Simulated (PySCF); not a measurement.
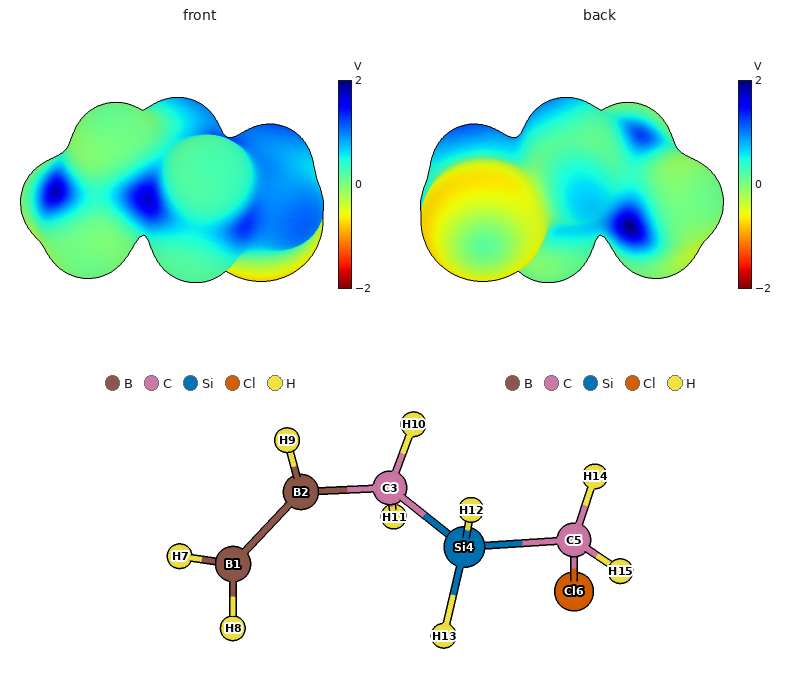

The picture shows: C2H9B2ClSi. The molecular electrostatic potential painted on the density surface at 0.002 e/bohr³, seen from the front and from behind; the colour scale runs from red (negative) to blue (positive). The bare structure is drawn below in the same view.

Geometry: GFN2-xTB.

Theory: PySCF, PBE0/pcSseg-1, SCF density, gas phase, non-relativistic.

```yaml
atoms:
  - { symbol: B, position_ang: [2.7490, -0.4320, 0.9210] }
  - { symbol: B, position_ang: [1.8327, 0.4683, -0.0729] }
  - { symbol: C, position_ang: [0.3366, 0.8348, 0.2220] }
  - { symbol: Si, position_ang: [-0.7570, -0.5010, -0.5794] }
  - { symbol: C, position_ang: [-2.5895, -0.0351, -0.2563] }
  - { symbol: Cl, position_ang: [-2.9009, -0.0771, 1.5006] }
  - { symbol: H, position_ang: [3.4874, 0.0167, 1.7155] }
  - { symbol: H, position_ang: [2.7444, -1.6056, 0.8719] }
  - { symbol: H, position_ang: [2.2457, 0.8519, -1.1089] }
  - { symbol: H, position_ang: [0.0420, 1.7958, -0.2030] }
  - { symbol: H, position_ang: [0.0906, 0.8578, 1.2841] }
  - { symbol: H, position_ang: [-0.6092, -0.5586, -2.0416] }
  - { symbol: H, position_ang: [-0.5426, -1.8279, 0.0045] }
  - { symbol: H, position_ang: [-2.8555, 0.9637, -0.5937] }
  - { symbol: H, position_ang: [-3.2781, -0.7437, -0.7084] }
```

> Which sites attract a positive test charge, and which a negative one?

A positive charge is drawn to the negative regions and a negative charge to the positive ones. The most negative region (about −0.7 V) lies over Cl6, the most positive (about +1.7 V) over B1, B2 and Si4. Cl6 shows a σ-hole: about +0.1 V at the tip opposite its bond, against about −0.5 V on its flanks.

> How polar is the molecule by this calculation?

Its dipole moment is 1.66 D.
